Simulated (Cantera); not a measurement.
Charge: 1 mol Ta, 9.5 mol O2, 67 mol N2, equilibrated at 5.20 bar.

These are equilibrium values from Cantera (NASA tables, ideal gas, pure condensed phases), not measurements of a reactor. Candidate condensed phases: Ta, Ta2O5; 12 gas species. The numbers say what is thermodynamically allowed, not how fast it happens.

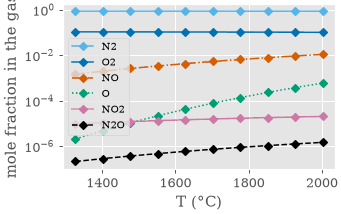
Figure. Equilibrium gas composition (values under 1e-9 drawn at 1e-9)

From 1327 °C to 1777 °C the condensed part is Ta2O5(s). From 1852 °C to 2002 °C the condensed part is Ta2O5(l).
